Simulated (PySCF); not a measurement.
B₃H₆N₃, SMILES `B1NBNBN1`.

Level of theory: B3LYP/def2-SVP (PySCF), at a geometry from GFN2-xTB. No frequency check shows the geometry to be a minimum.

Geometry (Å), atoms numbered from 1:

```
B1       1.3861   -0.3849    0.0000
N2       0.3488   -1.3501    0.0000
B3      -1.0264   -1.0079    0.0000
N4      -1.3436    0.3730    0.0000
B5      -0.3597    1.3928    0.0000
N6       0.9949    0.9771    0.0000
H7       2.5185   -0.6993    0.0000
H8       0.6010   -2.3265    0.0000
H9      -1.8648   -1.8314    0.0000
H10     -2.3153    0.6428    0.0000
H11     -0.6536    2.5307    0.0000
H12      1.7143    1.6837    0.0000
```

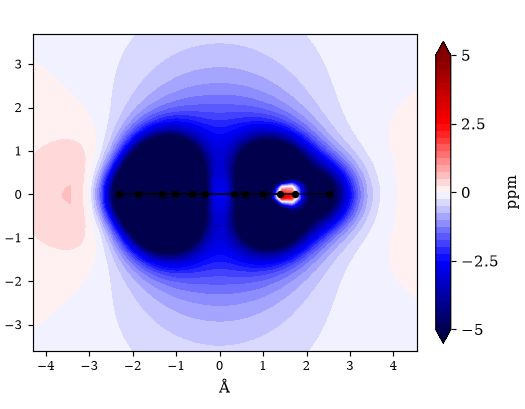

Isotropic NICS in a plane perpendicular to the 6-membered ring B1/N2/B3/N4/B5/N6; GIAO shieldings; atoms are projected onto the map; negative values mean shielding.

Q: What does the map say about the ring?

A: It is neither clearly diatropic nor paratropic (non-aromatic): NICS(0) = −2.5, NICS(1) = −3.0, NICS(1)zz = −6.3 ppm.
